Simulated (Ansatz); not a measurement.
**C$_{2}$H$_{10}$OSi$_{2}$ (SMILES O[SiH2]CC[SiH3]): density, localisation and related maps**

Input

```
crystal:
  periodic: [false, false, false]
  atoms:
    - {symbol: O, position_ang: [-1.575347, 1.267226, -1.187274]}
    - {symbol: Si, position_ang: [-0.754110, -0.073780, -1.685685]}
    - {symbol: C, position_ang: [-0.231314, -1.190407, -0.275048]}
    - {symbol: C, position_ang: [0.921254, -0.683710, 0.600640]}
    - {symbol: Si, position_ang: [0.561829, 0.840916, 1.636423]}
    - {symbol: H, position_ang: [-1.084123, 1.924487, -0.690656]}
    - {symbol: H, position_ang: [-1.694708, -0.801864, -2.572253]}
    - {symbol: H, position_ang: [0.468976, 0.310135, -2.452054]}
    - {symbol: H, position_ang: [0.045859, -2.148530, -0.734652]}
    - {symbol: H, position_ang: [-1.117746, -1.400160, 0.334961]}
    - {symbol: H, position_ang: [1.236836, -1.464404, 1.303072]}
    - {symbol: H, position_ang: [1.802557, -0.465963, -0.013869]}
    - {symbol: H, position_ang: [1.693626, 1.116063, 2.560637]}
    - {symbol: H, position_ang: [-0.685260, 0.667836, 2.427817]}
    - {symbol: H, position_ang: [0.389970, 2.051156, 0.777342]}
basis:
  gaussian: {orbitals: def2-TZVPP}
hamiltonian: {xc: pbe0, dispersion: d4}
output: {orbitals: {seedname: orbitals}}
```

Run with:

```sh
ansatz run in.yaml --threads 2 --pin off --events-out ev --progress --plain --max-ram 32768MiB --backend cuda --devices 0, --max-vram 18GiB
```

Geometry: PBE0-D4/def2-TZVP.

These are results of RKS PBE0-D4/def2-TZVPP (Ansatz), not measurements.

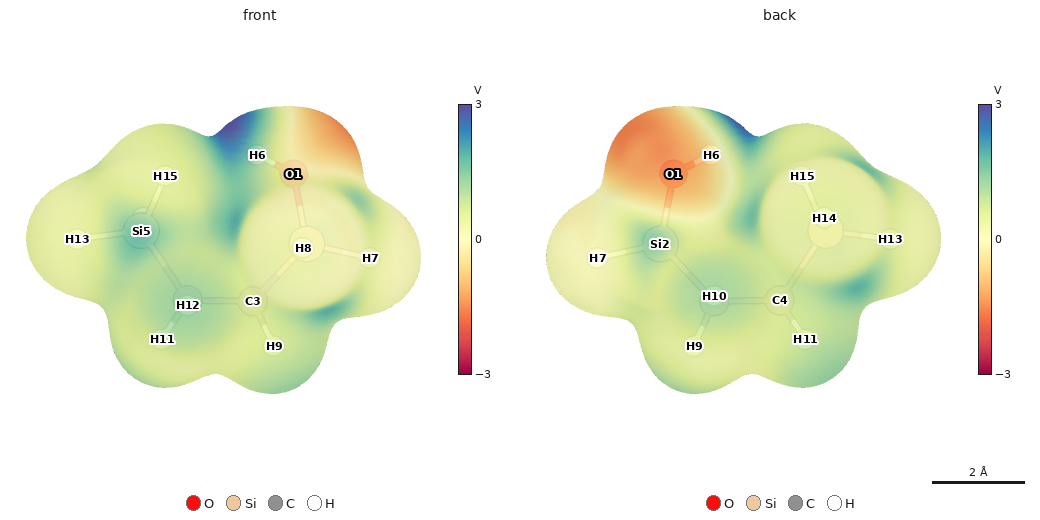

Figure 1. The molecular electrostatic potential painted on the density surface at 0.004 e/bohr³, seen from the front and from behind; red is negative and blue positive.

Question: Where is the surface potential most negative and most positive?

Answer: The most negative region (about −1.6 V) lies over O1, the most positive (about +2.8 V) over H6. O1 is the likeliest acceptor of a hydrogen bond.

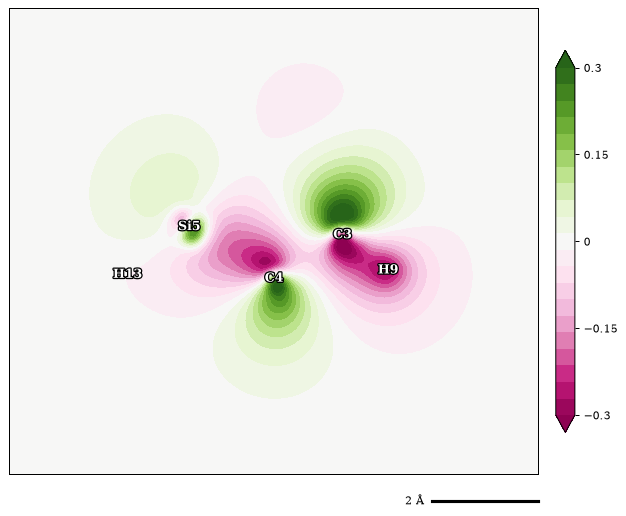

Figure 2. The HOMO on the plane of atoms C3, C4 and Si5 (values in Å⁻³ᐟ²; the overall sign is arbitrary).

Question: Where does this orbital lie, and at what energy?

Answer: Its weight (Hirshfeld) is mainly on C3 (about 25 %), O1 (about 20 %), Si2 (about 15 %), C4 (about 10 %) and H8 (about 5 %). Its energy is −8.07 eV.

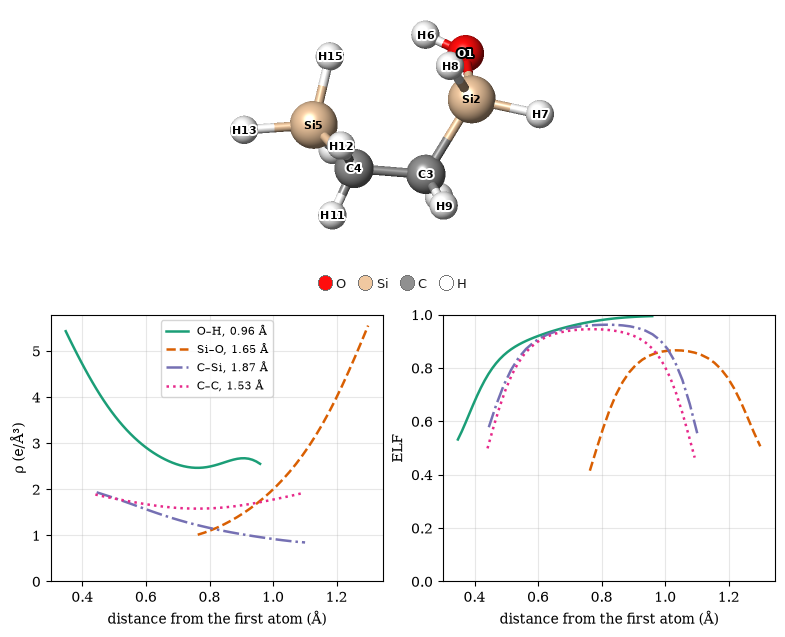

Figure 3. Total electron density and ELF along straight lines between neighbouring atoms. The curves leave out the atomic cores. The structure is drawn too.

Question: What kind of bonding do the profiles show?

Answer: O–H (0.96 Å): ρ at the midpoint is about 3.8 e/Å³; the ELF climbs to about 1 towards the hydrogen, as it does in any bond to H (an ordinary covalent bond to hydrogen).
Si–O (1.65 Å): ρ is about 1.2 e/Å³ halfway; the ELF peaks at about 0.85 between the atoms: a polar covalent bond.
C–Si (1.87 Å): the density is about 0.99 e/Å³ at the midpoint; the ELF peaks at about 0.95 between the atoms, as expected for localised, covalent bonding.
C–C (1.53 Å): ρ at the midpoint is about 1.6 e/Å³; the ELF peaks at about 0.95 between the atoms: a covalent bond.
